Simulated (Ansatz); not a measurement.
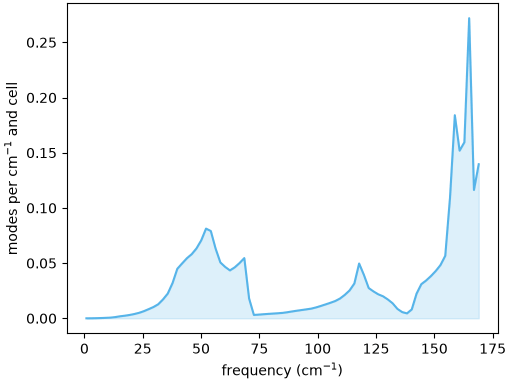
Figure. Phonon density of states of zinc blende CuI; finite displacements on a 6×6×6 mesh, Ansatz (a program for electronic structure), LDA functional, plane-wave PAW, k mesh 6×6×6

Dynamical quadrupoles are not included in the interpolation of the phonons between the solved wave vectors. Spin-orbit coupling is not included.

**Question.** Where is the tallest peak, and is there a gap in the spectrum?

**Answer.** The tallest peak lies near 160 cm⁻¹. No clear gap shows at this resolution.

The PAW data sets were generated under PBE and serve the other functionals too.
